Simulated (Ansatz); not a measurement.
**SiO2 (rutile), scan of one atom of the cell**

Relaxed SiO2 (rutile):

```yaml
crystal:
  lattice:
    - [4.18520, 0.00000, 0.00000]
    - [0.00000, 4.18520, 0.00000]
    - [0.00000, 0.00000, 2.66883]
  atoms:
    - { symbol: Si, position: [0.50000, 0.50000, 0.50000] }
    - { symbol: Si, position: [0.00000, 0.00000, 0.00000] }
    - { symbol: O, position: [0.80610, 0.80610, 0.50000] }
    - { symbol: O, position: [0.30610, 0.69390, 0.00000] }
    - { symbol: O, position: [0.69390, 0.30610, 0.00000] }
    - { symbol: O, position: [0.19390, 0.19390, 0.50000] }
```

In each cell atom 5 (O, nearest neighbour Si at 1.760 Å; its periodic images, 2.7 Å or more away, move with it) moves by s·(0.000, 0.000, 1.000) (along Cartesian z), the rest being held.

Calculation: r2SCAN (plane waves to 500 eV, PAW, scalar-relativistic; Ansatz, a quantum-chemistry and plane-wave program). k mesh 7×7×10 (Γ-centred), Fermi-Dirac smearing 0.05 eV. Energies are smeared free energies. F⊥ is the part of the force across the line. SiO2 was relaxed with its symmetry unable to fall. The zero of ΔE is the undisplaced structure.

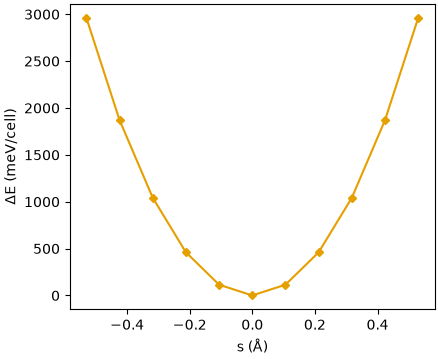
Figure. ΔE (meV/cell) against s (Å); computed points joined by lines.

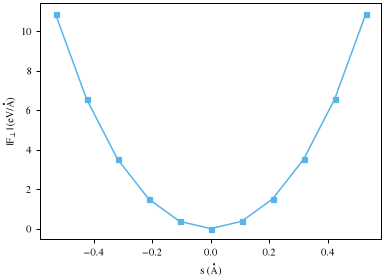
*|F⊥| (eV/Å) against s (Å); markers are the computed points, lines only join them.*

The force along the line at s = -0.530 Å is 11.6 eV/Å and the force constant k = d²E/ds² at s = 0 (finite differences) comes out as 20.4 eV/Å². Symmetry of the curve: even: the same for both signs. Harmonic estimate at the end of the scan: ½ks² = 2864 meV/cell against the computed 2962 meV/cell, so the well is close to harmonic there. Shape of the curve: a single well with its minimum at or next to zero displacement.

With its periodic images moving along, the atom's site symmetry in this cell is mm2.

(A displaced cell: forces are minus the slopes of the energy, force constants its curvatures, and phonons follow from these.)
